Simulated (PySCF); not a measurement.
Molecule: H₂F₆Si₃, SMILES F[Si](F)(F)[SiH2][Si](F)(F)F. Atoms near the plane z = 1.2 Å, at the PBE0/def2-SVP optimised geometry (x, y, z in Å): Si5 (0.4, -1.2, 0.0), Si6 (-0.3, 1.0, 0.0), F7 (0.2, 1.8, 1.3), F8 (-1.9, 1.1, 0.0), H10 (-0.1, -1.8, 1.2), H11 (1.9, -1.2, 0.0).

Method: PBE0/def2-TZVP (PySCF). Cells within 0.4 Å of a nucleus heavier than hydrogen are left out (blank, or x). The values are rescaled to run from 0 to 1.

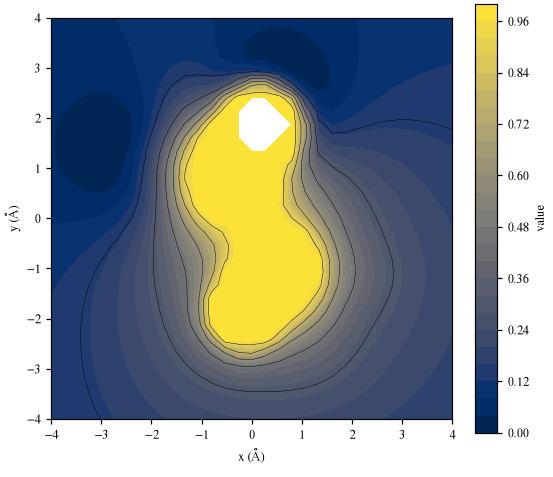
*a field on the plane z = 1.2 Å.*

Problem. Which quantity is mapped?
A) log10 of the electron density
B) electron localisation function
C) electrostatic potential
D) deformation density (molecule minus spherical neutral atoms)

Solution. C, electrostatic potential. In full: electrostatic potential (hartree/e), clipped to [-0.08, 0.12].
